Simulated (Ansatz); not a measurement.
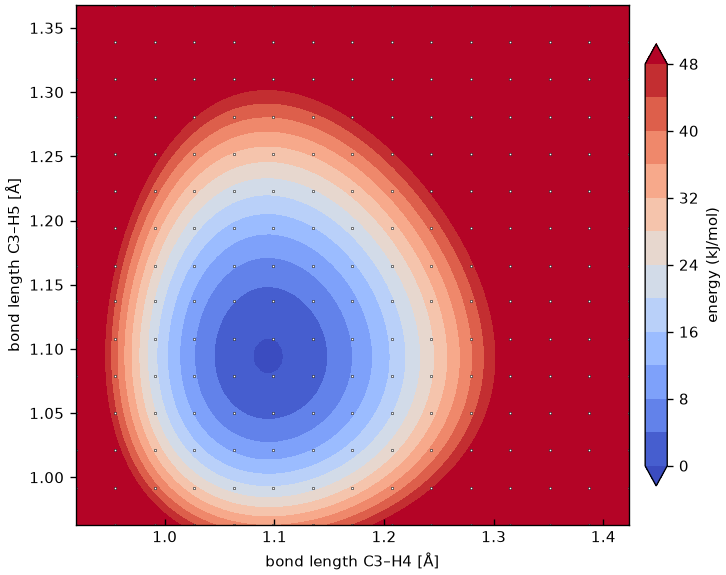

C2H2Li, SMILES [Li][C+]=C, charge +1. First axis: bond length C3–H4. Second axis: bond length C3–H5. Nothing is relaxed (all other coordinates rigid). The scan uses a 15 × 15 grid. Points are written as (first, second). All energies are given in kJ/mol relative to the lowest grid point. Method: RKS PBE0-D4/def2-TZVP (Ansatz).

The picture shows filled contours, dots at the grid points, one colour for all values above the top of the scale. Between grid points the surface is interpolated.

Q: Where is the minimum, and how stiff is the well along each coordinate?

A: The interpolated minimum is at bond length C3–H4 ≈ 1.094 Å, bond length C3–H5 ≈ 1.094 Å. The curvatures there are about 33 eV/Å² and 33 eV/Å², with a cross term of about 0 eV/Å². Round the minimum the contours are nearly round: the two directions are equally stiff and uncoupled. (1 eV is 96.5 kJ/mol.)
